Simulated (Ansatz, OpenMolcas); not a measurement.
**A ladder of methods for GeH2O2 (SMILES [OH][Ge][OH])**

GeH2O2: 5 atoms, total charge 0, spin state singlet. As SMILES, `[OH][Ge][OH]`. The shape is that of a PBE0-D4/def2-TZVP optimisation. This is one conformer, not always the lowest.

```xyz
5

O    -1.3410   -0.0995   -0.3774
Ge   -0.3164   -0.8958    0.8553
O     1.2819   -0.1423    0.5702
H    -0.9409    0.5508   -0.9615
H     1.3664    0.5132   -0.1279
```

Each level gives the electronic atomisation energy (eV). The values are calculated. Electronic energies at fixed atoms, without zero-point motion or spin-orbit coupling.

```tsv
level	kind	program	value (eV)	less CCSD(T)/def2-SVPD
HF/def2-SVPD	Hartree–Fock	Ansatz	11.66	-5.67
M06-L/def2-SVPD	meta-GGA	OpenMolcas	18.27	+0.94
r2SCAN/def2-SVPD	meta-GGA	Ansatz	18.31	+0.98
PBE0/def2-SVPD	global hybrid	Ansatz	17.96	+0.63
CAM-B3LYP/def2-SVPD	range-separated hybrid	Ansatz	18.33	+1.00
RPA@PBE0/def2-SVPD	RPA	Ansatz	16.74	-0.59
MP2/def2-SVPD	perturbation theory	Ansatz	17.97	+0.64
CCSD(T)/def2-SVPD	coupled cluster or CI	Ansatz	17.33	0.00
```

CCSD(T)/def2-SVPD is the highest level here, not the true value. All-electron rows without a relativistic Hamiltonian named are non-relativistic. Correlated wave functions underbind in double-zeta sets. The values span 11.66 to 18.33 eV. In the correlated wave-function rows the outer d shell of Ge is correlated, in sets not made for it.

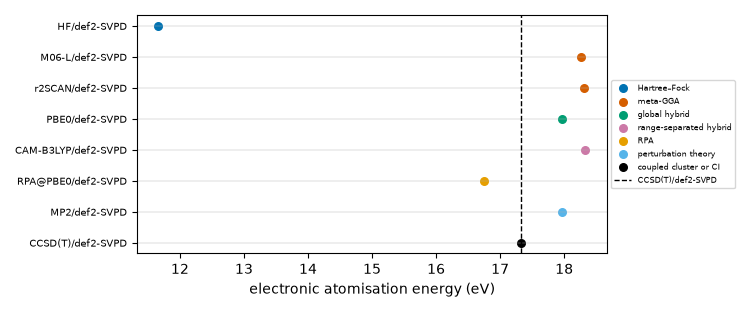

The values of the table, level by level.
